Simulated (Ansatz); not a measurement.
# LiBiS3: a trial structure relaxed

Where does this trial cell of LiBiS3 go when cell and atoms are let free?

Program: Ansatz 0.2.0. Level of theory: DFT PBE, scalar-relativistic, plane waves, PAW. These are calculated values, not measurements.

**1. The starting structure**

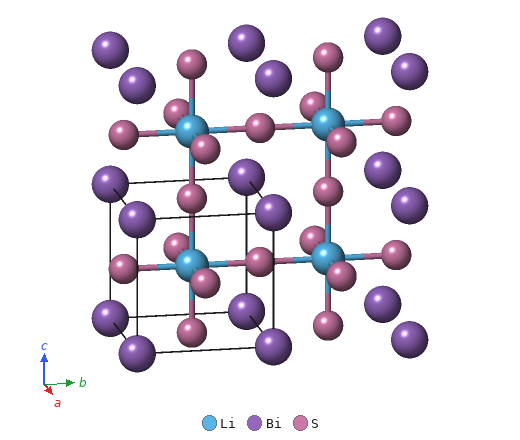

The starting structure, seen slightly off an axis (lithium blue, bismuth purple, sulfur pink). 1×2×2 cells are drawn. Atoms on the faces are drawn again on the opposite ones.

As a file:

```
Li Bi S
1.0
     4.50744    0.00000    0.00000
     0.00000    4.50744    0.00000
     0.00000    0.00000    4.50744
Li Bi S
1 1 3
Direct
  0.50000 0.50000 0.50000
  0.00000 0.00000 0.00000
  0.50000 0.50000 0.00000
  0.00000 0.50000 0.50000
  0.50000 0.00000 0.50000
```

A structure generator made this guess: species swapped into a database cell of RbVF3 (Pm-3m, No. 221), with Bi on the Rb sites, Li on the V sites and S on the F sites. Its size is a rough estimate.

**2. Probe: one point on a coarse mesh**

Contents of input.yaml:

```yaml
crystal:
  lattice:
    - [4.50744019, 0.0, 0.0]
    - [0.0, 4.50744019, 0.0]
    - [0.0, 0.0, 4.50744019]
  atoms:
    - { symbol: Li, position: [0.5, 0.5, 0.5] }
    - { symbol: Bi, position: [0.0, 0.0, 0.0] }
    - { symbol: S, position: [0.5, 0.5, 0.0] }
    - { symbol: S, position: [0.0, 0.5, 0.5] }
    - { symbol: S, position: [0.5, 0.0, 0.5] }
basis:
  ecutwfc: 420
kpoints:
  mp_grid: { grid: [4, 4, 4] }
hamiltonian:
  xc: pbe
scf:
  occupations: { method: gaussian, width: 0.1 }
  lower_state_search: "off"
output:
  forces: true
  stress: true
  eigenvalues: true
```

On the command line:

```console
$ ansatz run input.yaml --threads 1 --pin off --max-ram 2048MiB --backend cpu --events-out ev --progress --plain --runs-dir out
```

Output, shortened:

```text
[...]
SCF converged after 7 iterations
Free energy (F): -15306.701339 eV
[...]
E sigma→0 (E₀):  -15306.688615 eV
Entropy (-TS):   -0.025448 eV (-5.090 meV/atom)
Fermi energy:    8.184515 eV
[...]
--- Forces (eV/Å), atoms counted from 1 ---
  atom   1  Li     0.00000000    -0.00000000    -0.00000000
  atom   2  Bi    -0.00000000    -0.00000000    -0.00000000
  atom   3  S     -0.00000000    -0.00000000     0.00000000
  atom   4  S      0.00000000     0.00000000     0.00000000
  atom   5  S     -0.00000000     0.00000000    -0.00000000
[...]
--- Stress (GPa, compression-positive) ---
        2.460852      -0.000000       0.000000
       -0.000000       2.460852       0.000000
        0.000000       0.000000       2.460852
  P = ⅓ Tr σ = 2.4609 GPa (24.609 kbar)
--- Band table (eV; the first three rows and the last of 10) ---
  k-point 0: bands = ["-35.5818", "-15.2264", "-15.2264", "-15.2127", "-15.2127", "-15.2127", "-5.9001", "-2.6182", "-2.6182", "-1.0594", "3.3877", "3.3877", "3.3877", "7.2843", "7.2843", "7.2843", "7.8103", "7.8103", "7.8103", "12.1037", "12.1037", "12.1037", "13.5049"]
[...]
```

It took 0.96 s on 1 thread of Intel Xeon Platinum 8559C (Emerald Rapids), shared host; peak memory 0.4 GiB.

The probe gives pressure 2.5 GPa, largest force 0.00 eV/Å, gap on this mesh none (metal). The coarse relaxation is skipped.

**3. Full relaxation**

input.yaml, as its differences from that of step 2:

```diff
@@ -14,3 +14,3 @@
 kpoints:
-  mp_grid: { grid: [4, 4, 4] }
+  mp_grid: { grid: [8, 8, 8] }
 hamiltonian:
@@ -19,3 +19,2 @@
   occupations: { method: gaussian, width: 0.1 }
-  lower_state_search: "off"
 output:
@@ -24 +23,6 @@
   eigenvalues: true
+relax:
+  adjacent_minimum: "off"
+  f_tol: 0.01
+  max_steps: 80
+  cell: { stress_tol: 0.05 }
```

On the command line:

```console
$ ansatz run input.yaml --threads 1 --pin off --max-ram 2048MiB --backend cpu --events-out ev --progress --plain --runs-dir out
```

Output:

```text
Warning: RAYON_NUM_THREADS=1 ignored (pool sized by the plan → 1); use --threads N
Engine: ansatz 0.2.0, x86_64-unknown-linux-gnu
Pseudopotentials: kind: paw
Pseudopotential: Li, paw, valence charge 3, recommended cutoff 420 eV (normal), Li.paw.azcp
Pseudopotential: Bi, paw, valence charge 15, recommended cutoff 420 eV (normal), Bi.paw.azcp
Pseudopotential: S, paw, valence charge 6, recommended cutoff 420 eV (normal), S.paw.azcp
Functional definition: PBE
  parameter kappa = 0.804
  parameter beta = 0.06672455060314922
  exchange = pbe_x(kappa = kappa, mu = beta*pi^2/3)
  correlation = pbe_c(beta = beta)
Crystal: 5 atoms, lattice volume = 91.578 Å³
Basis set: ecut = 420 eV, 1791 PW (Γ), exchange–correlation on 64×64×64 points (8 copies of the dense FFT grid, shifted against one another)
Bands: 23, of which v1, the nominal top of the filled ones, is band 18 counted from 1 (17 counted from 0)
Symmetry: 48 space group operations
Space group: Pm-3m (ITA 221), of the structure as read, at distance tolerance 4.5e-5 Å
k-points: 35 of 512
Non-local potential: Li, projectors of the file, l = 0: 3, l = 1: 2, l = 2: 1
Non-local potential: Bi, projectors of the file, l = 0: 2, l = 1: 2, l = 2: 2, l = 3: 2
Non-local potential: S, projectors of the file, l = 0: 2, l = 1: 2, l = 2: 2
PAW form: soft (Blöchl's): semilocal exchange-correlation on the pseudo side does not see the compensation charge
PAW one-centre angular grid: Li, 110 points (default); XC on 64 Gauss nodes
PAW one-centre angular grid: Bi, 590 points (default); XC on 64 Gauss nodes
PAW one-centre angular grid: S, 110 points (default); XC on 64 Gauss nodes
Initial density: superposition of atomic densities (neutral atoms: chi_scale 0, normalization atom), corrected by the library's trained network
Initial wavefunctions: pseudopotential atomic-orbital guess
Functional: x = pbe(κ = 0.804, μ = 0.2195149727645171), c = pbe(β = 0.06672455060314922)
SCF iter   1: F=—  HF=-15306.804931 eV  |F-HF|=—  |Δ(HF+E_count)|=         —  Δρ=3.36e-3  dr2=1.43e-2  ethr=1.77e-3  ⟨swp⟩=7.6  Hψ=4047  notcnv=0
preconditioner: auto → Kerker (q_TF=auto, 2.335 Å⁻¹)  [metal: Δε(μ)=0.020 eV  Ē_g=8.356 eV  σ=0.100 eV  W_gap=0.11  n_scr=18 (ndim 8)  ℏωp=19.0 eV  f_vac=0.000  D(μ)=5.51/eV (n_scr^D=56)]
SCF iter   2: F=—  HF=-15306.801170 eV  |F-HF|=—  |Δ(HF+E_count)|=   3.76e-3  Δρ=1.80e-3  dr2=5.69e-3  ethr=3.98e-5  ⟨swp⟩=1.1  Hψ=1093  notcnv=0
SCF iter   3: F=—  HF=-15306.799747 eV  |F-HF|=—  |Δ(HF+E_count)|=   1.42e-3  Δρ=4.58e-4  dr2=2.40e-4  ethr=1.58e-5  ⟨swp⟩=2.3  Hψ=1187  notcnv=0
SCF iter   4: F=—  HF=-15306.799693 eV  |F-HF|=—  |Δ(HF+E_count)|=   5.39e-5  Δρ=1.45e-4  dr2=4.87e-5  ethr=6.67e-7  ⟨swp⟩=2.5  Hψ=1226  notcnv=0
SCF iter   5: F=—  HF=-15306.799835 eV  |F-HF|=—  |Δ(HF+E_count)|=   1.42e-4  Δρ=5.69e-5  dr2=2.40e-6  ethr=1.35e-7  ⟨swp⟩=2.0  Hψ=1375  notcnv=0
SCF iter   6: F=-15306.799834 eV  HF=-15306.799835 eV  |F-HF|=5.70e-9  |Δ(HF+E_count)|=   7.01e-7  Δρ=9.69e-6  dr2=9.46e-8  ethr=2.78e-10  ⟨swp⟩=6.0  Hψ=4499  notcnv=0
SCF 1 converged in 6 iterations: F = -15306.799834 eV  dr2 = 9.46e-8
relax step   1: F+E_penalty+E_count = -15306.79983450 eV  Δ(F+E_penalty+E_count) = +0.000e0 eV  max|allowed force component| = 5.259e-30 eV/Å  Δτ_max = 0.0000 Å  P = +2.282 GPa  Ω = 91.578 Å³  (6 SCF iters, dr2 threshold 1.00e-7 eV, accepted)
Crystal: 5 atoms, lattice volume = 94.634 Å³
Basis set: ecut = 420 eV, 1839 PW (Γ), exchange–correlation on 64×64×64 points (8 copies of the dense FFT grid, shifted against one another)
Initial density: handed on by an earlier stage of this run
Initial wavefunctions: those handed on with the density
iter 1 solved again at ethr=1.18e-5 eV; its pass at ethr=3.10e-3 eV (dr2=4.24e-3 eV) is discarded
SCF iter   1: F=—  HF=-15306.823648 eV  |F-HF|=—  |Δ(HF+E_count)|=         —  Δρ=1.31e-3  dr2=4.22e-3  ethr=1.18e-5  ⟨swp⟩=1.5  Hψ=4517  notcnv=0
preconditioner: auto → Kerker (q_TF=auto, 2.322 Å⁻¹)  [metal: Δε(μ)=0.015 eV  Ē_g=8.182 eV  σ=0.100 eV  W_gap=0.08  n_scr=18 (ndim 8)  ℏωp=18.7 eV  f_vac=0.000  D(μ)=5.69/eV (n_scr^D=56)]
SCF iter   2: F=—  HF=-15306.822850 eV  |F-HF|=—  |Δ(HF+E_count)|=   7.98e-4  Δρ=8.06e-4  dr2=1.90e-3  ethr=1.17e-5  ⟨swp⟩=1.0  Hψ=805  notcnv=0
SCF iter   3: F=—  HF=-15306.822318 eV  |F-HF|=—  |Δ(HF+E_count)|=   5.32e-4  Δρ=2.20e-4  dr2=7.44e-5  ethr=5.29e-6  ⟨swp⟩=2.4  Hψ=1236  notcnv=0
SCF iter   4: F=—  HF=-15306.822451 eV  |F-HF|=—  |Δ(HF+E_count)|=   1.33e-4  Δρ=4.20e-5  dr2=2.83e-6  ethr=2.07e-7  ⟨swp⟩=2.4  Hψ=1308  notcnv=0
iter 5 did not close the SCF: its close was put off for the readings that it lacked (scf_convergence_deferred on its scf_iter line)
SCF iter   5: F=-15306.822451 eV  HF=-15306.822451 eV  |F-HF|=3.36e-8  |Δ(HF+E_count)|=   2.01e-7  Δρ=1.29e-5  dr2=1.57e-7  ethr=7.86e-9  ⟨swp⟩=2.5  Hψ=1452  notcnv=0
SCF iter   6: F=-15306.822451 eV  HF=-15306.822451 eV  |F-HF|=7.42e-10  |Δ(HF+E_count)|=   6.83e-8  Δρ=2.34e-6  dr2=6.07e-9  ethr=4.35e-10  ⟨swp⟩=3.1  Hψ=2873  notcnv=0
SCF 2 converged in 6 iterations: F = -15306.822451 eV  dr2 = 6.07e-9
relax step   2: F+E_penalty+E_count = -15306.82245128 eV  Δ(F+E_penalty+E_count) = -2.262e-2 eV  max|allowed force component| = 1.387e-30 eV/Å  Δτ_max = 0.0000 Å  P = +0.182 GPa  Ω = 94.634 Å³  energy of the carried Pulay correction = -3.008e-4 eV  (6 SCF iters, dr2 threshold 5.00e-7 eV, accepted)
Crystal: 5 atoms, lattice volume = 94.909 Å³
Basis set: ecut = 420 eV, 1863 PW (Γ), exchange–correlation on 64×64×64 points (8 copies of the dense FFT grid, shifted against one another)
iter 1 solved again at ethr=8.73e-8 eV; its pass at ethr=3.10e-3 eV (dr2=3.14e-5 eV) is discarded
SCF iter   1: F=—  HF=-15306.822452 eV  |F-HF|=—  |Δ(HF+E_count)|=         —  Δρ=1.13e-4  dr2=3.19e-5  ethr=8.73e-8  ⟨swp⟩=2.2  Hψ=4295  notcnv=0
preconditioner: auto → Kerker (q_TF=auto, 2.321 Å⁻¹)  [metal: Δε(μ)=0.016 eV  Ē_g=8.172 eV  σ=0.100 eV  W_gap=0.09  n_scr=18 (ndim 8)  ℏωp=18.7 eV  f_vac=0.000  D(μ)=5.70/eV (n_scr^D=56)]
SCF iter   2: F=—  HF=-15306.822594 eV  |F-HF|=—  |Δ(HF+E_count)|=   1.43e-4  Δρ=7.11e-5  dr2=1.48e-5  ethr=8.73e-8  ⟨swp⟩=2.0  Hψ=854  notcnv=0
SCF iter   3: F=—  HF=-15306.822590 eV  |F-HF|=—  |Δ(HF+E_count)|=   4.33e-6  Δρ=2.11e-5  dr2=5.18e-7  ethr=4.12e-8  ⟨swp⟩=2.5  Hψ=1227  notcnv=0
iter 4 did not close the SCF: its close was put off for the readings that it lacked (scf_convergence_deferred on its scf_iter line)
SCF iter   4: F=-15306.822590 eV  HF=-15306.822590 eV  |F-HF|=1.85e-8  |Δ(HF+E_count)|=   1.55e-8  Δρ=4.48e-6  dr2=3.96e-8  ethr=1.44e-9  ⟨swp⟩=2.4  Hψ=1056  notcnv=0
iter 5 did not close the SCF: its close was put off for the readings that it lacked (scf_convergence_deferred on its scf_iter line)
SCF iter   5: F=-15306.822590 eV  HF=-15306.822590 eV  |F-HF|=6.38e-10  |Δ(HF+E_count)|=   4.96e-9  Δρ=1.46e-6  dr2=1.73e-9  ethr=1.10e-10  ⟨swp⟩=2.0  Hψ=1403  notcnv=0
SCF iter   6: F=-15306.822590 eV  HF=-15306.822590 eV  |F-HF|=1.46e-11  |Δ(HF+E_count)|=  9.17e-10  Δρ=3.66e-7  dr2=1.39e-10  ethr=4.82e-12  ⟨swp⟩=1.1  Hψ=2376  notcnv=0
SCF 3 converged in 6 iterations: F = -15306.822590 eV  dr2 = 1.39e-10
relax step   3: F+E_penalty+E_count = -15306.82259005 eV  Δ(F+E_penalty+E_count) = -1.388e-4 eV  max|allowed force component| = 2.367e-30 eV/Å  Δτ_max = 0.0000 Å  P = +0.011 GPa  Ω = 94.909 Å³  energy of the carried Pulay correction = -3.274e-4 eV  (6 SCF iters, dr2 threshold 8.32e-8 eV, accepted)
Initial wavefunctions: pseudopotential atomic-orbital guess (no wavefunctions were taken with the density)
iter 1 solved again at ethr=2.43e-7 eV; its pass at ethr=3.10e-3 eV (dr2=8.74e-5 eV) is discarded
SCF iter   1: F=—  HF=-15306.822582 eV  |F-HF|=—  |Δ(HF+E_count)|=         —  Δρ=1.48e-4  dr2=5.97e-7  ethr=2.43e-7  ⟨swp⟩=3.4  Hψ=6233  notcnv=0
preconditioner: auto → Kerker (q_TF=auto, 2.321 Å⁻¹)  [metal: Δε(μ)=0.014 eV  Ē_g=8.173 eV  σ=0.100 eV  W_gap=0.08  n_scr=18 (ndim 8)  ℏωp=18.7 eV  f_vac=0.000  D(μ)=5.69/eV (n_scr^D=56)]
SCF iter   2: F=—  HF=-15306.822861 eV  |F-HF|=—  |Δ(HF+E_count)|=   2.79e-4  Δρ=7.47e-5  dr2=1.43e-7  ethr=1.66e-9  ⟨swp⟩=2.1  Hψ=1438  notcnv=0
SCF iter   3: F=—  HF=-15306.822903 eV  |F-HF|=—  |Δ(HF+E_count)|=   4.18e-5  Δρ=6.33e-6  dr2=2.03e-9  ethr=3.97e-10  ⟨swp⟩=2.2  Hψ=1425  notcnv=0
SCF iter   4: F=—  HF=-15306.822903 eV  |F-HF|=—  |Δ(HF+E_count)|=   2.72e-7  Δρ=8.18e-7  dr2=3.20e-10  ethr=5.65e-12  ⟨swp⟩=2.0  Hψ=1239  notcnv=0
iter 5 did not close the SCF: its close was put off for the readings that it lacked (scf_convergence_deferred on its scf_iter line)
SCF iter   5: F=-15306.822903 eV  HF=-15306.822903 eV  |F-HF|=1.82e-12  |Δ(HF+E_count)|=  2.29e-10  Δρ=1.84e-7  dr2=3.29e-11  ethr=1.00e-12  ⟨swp⟩=2.2  Hψ=1348  notcnv=0
SCF iter   6: F=-15306.822903 eV  HF=-15306.822903 eV  |F-HF|=7.28e-12  |Δ(HF+E_count)|=  6.55e-11  Δρ=4.19e-8  dr2=2.44e-12  ethr=1.00e-12  ⟨swp⟩=3.3  Hψ=2723  notcnv=0
SCF 4 converged in 6 iterations: F = -15306.822903 eV  dr2 = 2.44e-12
relax step   4: F+E_penalty+E_count = -15306.82290310 eV  Δ(F+E_penalty+E_count) = -3.131e-4 eV  max|allowed force component| = 1.288e-30 eV/Å  Δτ_max = 0.0000 Å  P = +0.010 GPa  Ω = 94.909 Å³  stress off target by 9.66e-3 GPa  SCF on the basis re-selected at this cell (its energy is not comparable with the rows above)  (6 SCF iters)
basis re-selected at this cell: Δ(F+E_penalty+E_count) = -3.131e-4 eV, ΔP = -0.001 GPa vs the last step (what re-selecting the basis moved, of the pressure what is left beyond the Pulay correction that the steps carried, after the strain that the cell walked since its last selection, with what the two solves' SCF thresholds leave and, on support functions, any second-order correction that the steps lacked; it is no measure of the basis error at this ecutwfc). This SCF's stress stands 9.66e-3 GPa from its target on what of the cell is left free (relax.cell.stress_tol is 5.00e-2 GPa) and its largest allowed force component is 1.29e-30 eV/Å (relax.f_tol is 1.00e-2 eV/Å): within both
SCF converged after 6 iterations
Free energy (F): -15306.822903 eV
Harris-Foulkes:  -15306.822903 eV  (|F-HF|=7.28e-12)
Internal energy: -15306.794432 eV  (E = F + TS)
E sigma→0 (E₀):  -15306.808668 eV
Entropy (-TS):   -0.028471 eV (-5.694 meV/atom)
Fermi energy:    7.731734 eV
--- Per-component energies (eV) ---
  E_band       = -170.550593
  E_kinetic    = 638.740803
  E_local      = -1843.154522  (includes V_loc(G=0)·N_el)
  E_nonlocal   = 616.163788
  E_hartree    = 574.759368
  E_xc         = -451.538640
  E_vxc        = -417.808915  (∫ρ·V_xc dr)
  E_paw        = -12484.762458  (= ΣΔE_a)
  E_vpaw       = -314.010077  (= ΣTr[D̂ρ^β])
  E_aug_tail   = -0.000441  (compensation charges beyond the density's cutoff)
  E_ewald      = -2357.002331
  E_smearing   = -0.028471  (= −TS)
  E_closure    = 0.000000  (closes the sum)
  Σ components = -15306.822903   (vs F -15306.822903, Δ=0.00e0)
--- Forces (eV/Å), atoms counted from 1 ---
  atom   1  Li     0.00000000    -0.00000000     0.00000000
  atom   2  Bi    -0.00000000     0.00000000    -0.00000000
  atom   3  S     -0.00000000    -0.00000000     0.00000000
  atom   4  S     -0.00000000     0.00000000    -0.00000000
  atom   5  S     -0.00000000     0.00000000     0.00000000
  max |Σ_I F_I| component: 2.43e-30 eV/Å
--- Stress (GPa, compression-positive) ---
        0.009656       0.000000      -0.000000
        0.000000       0.009656       0.000000
       -0.000000       0.000000       0.009656
  P = ⅓ Tr σ = 0.0097 GPa (0.097 kbar)
--- Band table (eV; the first three rows and the last of 35) ---
  k-point 0: bands = ["-36.0774", "-15.7081", "-15.7081", "-15.6959", "-15.6959", "-15.6959", "-6.1583", "-3.0990", "-3.0990", "-1.6147", "3.0962", "3.0962", "3.0962", "6.8283", "6.8283", "6.8283", "7.3167", "7.3167", "7.3167", "11.4148", "11.4148", "11.4148", "13.0495"]
  k-point 1: bands = ["-36.0773", "-15.7079", "-15.7069", "-15.6962", "-15.6962", "-15.6958", "-6.0743", "-3.2463", "-3.0920", "-1.7212", "3.1922", "3.1922", "3.4505", "6.6949", "6.6949", "6.6995", "7.2378", "7.2552", "7.2552", "10.8571", "11.1596", "11.1596", "13.4028"]
  k-point 2: bands = ["-36.0773", "-15.7076", "-15.7042", "-15.6972", "-15.6972", "-15.6958", "-5.8254", "-3.6768", "-3.0751", "-1.8881", "3.4737", "3.4737", "4.3361", "6.1504", "6.1504", "6.4199", "7.0588", "7.3475", "7.3475", "9.7669", "10.6356", "10.6356", "14.2307"]
  k-point 34: bands = ["-36.0768", "-15.7024", "-15.7024", "-15.7024", "-15.6956", "-15.6956", "-3.9453", "-3.9453", "-3.9453", "-2.7100", "2.5921", "2.5921", "2.5921", "3.0223", "8.2770", "8.2770", "8.4601", "8.4601", "8.4601", "11.6342", "11.6342", "11.6342", "14.7948"]
--- Relaxed structure (3 steps of the walk, 3 accepted, 1 SCFs on fresh bases) ---
  F+E_penalty+E_count = -15306.82290310 eV   max|allowed force component| = 1.288e-30 eV/Å   (the final SCF, on the basis selected at the relaxed cell)
  cell:  # Å, volume = 94.9088 Å³
    - [4.561441938757367, -4.172848212839011e-34, -2.5679065925163148e-34]
    - [-4.172848212839011e-34, 4.561441938757367, 0.0]
    - [-2.5679065925163148e-34, 0.0, 4.561441938757367]
  atoms:
    - { symbol: Li, position: [0.5, 0.5, 0.5] }
    - { symbol: Bi, position: [-9.079657098723528e-36, 2.7316860511505327e-36, 1.179465260375535e-36] }
    - { symbol: S, position: [0.5, 0.5, -1.0459408912773102e-36] }
    - { symbol: S, position: [5.162942271838264e-36, 0.5, 0.5] }
    - { symbol: S, position: [0.5, -5.502316709953377e-36, 0.5] }
```

It took 11 s on 1 thread of Intel Xeon Platinum 8559C (Emerald Rapids), shared host; peak memory 0.46 GiB.

Relaxation path:

```
step  energy from step 1 (eV/cell)  largest force component (eV/Å)  pressure (GPa)  volume (Å³)
   1                        0.0000                          0.0000            2.28        91.58
   2                       -0.0226                          0.0000            0.18        94.63
   3                       -0.0228                          0.0000            0.01        94.91
   4                       -0.0231                          0.0000            0.01        94.91
```

Step 1 is the start. Step 4 repeats the geometry before it on a plane-wave basis chosen anew for that cell, so its energy need not be comparable with the rows above.

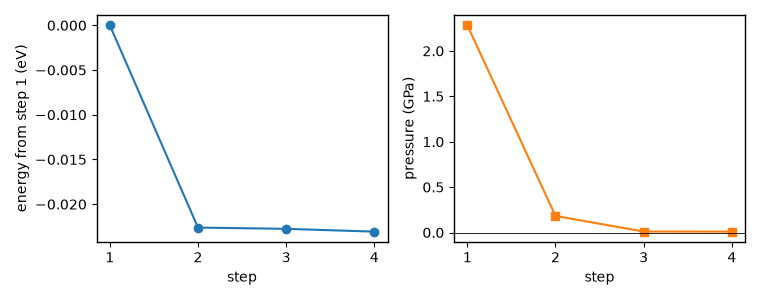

Energy and pressure along the relaxation.

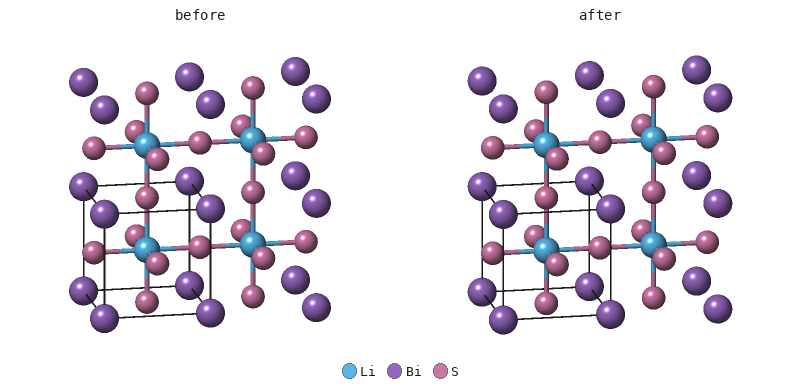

Before and after, at one scale. The change is too small to see at this scale.

|  | before | after | change |
| --- | --- | --- | --- |
| a (Å) | 4.507 | 4.561 | +1.2 % |
| b (Å) | 4.507 | 4.561 | +1.2 % |
| c (Å) | 4.507 | 4.561 | +1.2 % |
| volume (Å³/atom) | 18.32 | 18.98 | +3.6 % |
| shortest distance (Å) | 2.254 | 2.281 | +1.2 % |
| space group (0.01 Å) | Pm-3m | Pm-3m | same |

Forces and stress were held to the start's 48 operations: a distortion of lower symmetry was not tested.

**4. Changing settings: accuracy low, ecutwfc left out**

Contents of input.yaml:

```yaml
crystal:
  lattice:
    - [4.5614419388, 0.0, 0.0]
    - [0.0, 4.5614419388, 0.0]
    - [0.0, 0.0, 4.5614419388]
  atoms:
    - { symbol: Li, position: [0.5, 0.5, 0.5] }
    - { symbol: Bi, position: [0.0, 0.0, 0.0] }
    - { symbol: S, position: [0.5, 0.5, 0.0] }
    - { symbol: S, position: [0.0, 0.5, 0.5] }
    - { symbol: S, position: [0.5, 0.0, 0.5] }
kpoints:
  mp_grid: { grid: [8, 8, 8] }
hamiltonian:
  xc: pbe
scf:
  occupations: { method: gaussian, width: 0.1 }
output:
  forces: true
  eigenvalues: true
  stress: true
accuracy: low
```

On the command line:

```console
$ ansatz run input.yaml --threads 1 --pin off --max-ram 2048MiB --backend cpu --events-out ev --progress --plain --runs-dir out
```

Output, shortened:

```text
Warning: RAYON_NUM_THREADS=1 ignored (pool sized by the plan → 1); use --threads N
[...]
[... 5 set-up lines as earlier in the session ...]
[...]
Crystal: 5 atoms, lattice volume = 94.909 Å³
Basis set: ecut = 420 eV, 1863 PW (Γ), exchange–correlation on 64×64×64 points (8 copies of the dense FFT grid, shifted against one another)
Bands: 23, of which v1, the nominal top of the filled ones, is band 18 counted from 1 (17 counted from 0)
[... 1 set-up line as earlier in the session ...]
Space group: Pm-3m (ITA 221), of the structure as read, at distance tolerance 4.6e-5 Å
k-points: 35 of 512
[...]
SCF iter   1: F=—  HF=-15306.828699 eV  |F-HF|=—  |Δ(HF+E_count)|=         —  Δρ=3.42e-3  dr2=1.65e-2  ethr=1.77e-3  ⟨swp⟩=7.5  Hψ=4051  notcnv=0
[...]
SCF iter   7: F=-15306.822903 eV  HF=-15306.822903 eV  |F-HF|=7.53e-9  |Δ(HF+E_count)|=   1.75e-8  Δρ=3.56e-6  dr2=1.27e-8  ethr=2.78e-10  ⟨swp⟩=6.4  Hψ=3570  notcnv=0
[...]
SCF converged after 7 iterations
Free energy (F): -15306.822903 eV
[...]
E sigma→0 (E₀):  -15306.808667 eV
Entropy (-TS):   -0.028471 eV (-5.694 meV/atom)
Fermi energy:    7.731719 eV
[...]
--- Forces (eV/Å), atoms counted from 1 ---
  atom   1  Li     0.00000000     0.00000000     0.00000000
  atom   2  Bi    -0.00000000     0.00000000    -0.00000000
  atom   3  S     -0.00000000     0.00000000     0.00000000
  atom   4  S      0.00000000    -0.00000000    -0.00000000
  atom   5  S      0.00000000    -0.00000000     0.00000000
[...]
--- Stress (GPa, compression-positive) ---
        0.009581      -0.000000       0.000000
        0.000000       0.009581       0.000000
        0.000000      -0.000000       0.009581
  P = ⅓ Tr σ = 0.0096 GPa (0.096 kbar)
--- Band table (eV; the first three rows and the last of 35) ---
[... band rows left out ...]
[...]
```

It took 2.4 s on 1 thread of Intel Xeon Platinum 8559C (Emerald Rapids), shared host; peak memory 0.42 GiB.

```tsv
run	ending	energy change	pressure (GPa)	gap (eV)	force (eV/Å)	cycles	time
step 3	converged	0	0.0	0.00	0.00	-	11 s
variant	converged	0.0 meV/atom	0.0	0.00	0.00	7	2.4 s
```

The changed input (accuracy level) leaves the energy the same to the digits printed.

**5. Results**

```
                              quantity                                                                      value
symmetry at the end (tolerance 0.05 Å)                                                space group Pm-3m (No. 221)
                     conventional cell  a = 4.561 Å, b = 4.561 Å, c = 4.561 Å, α = 90.00°, β = 90.00°, γ = 90.00°
                                volume                                                              18.98 Å³/atom
              energy over the elements                                                              +0.12 eV/atom
                       gap on the mesh                                                               none (metal)
```

**Reading.** The space group Pm-3m (No. 221) is kept, and the volume per atom grows by 3.6 % from the first guess. The formation energy is positive, so the separate elements lie lower. No finished test with a distortion of lower symmetry is shown, so the end may be a saddle point. The runs treat Bi without spin-orbit coupling.
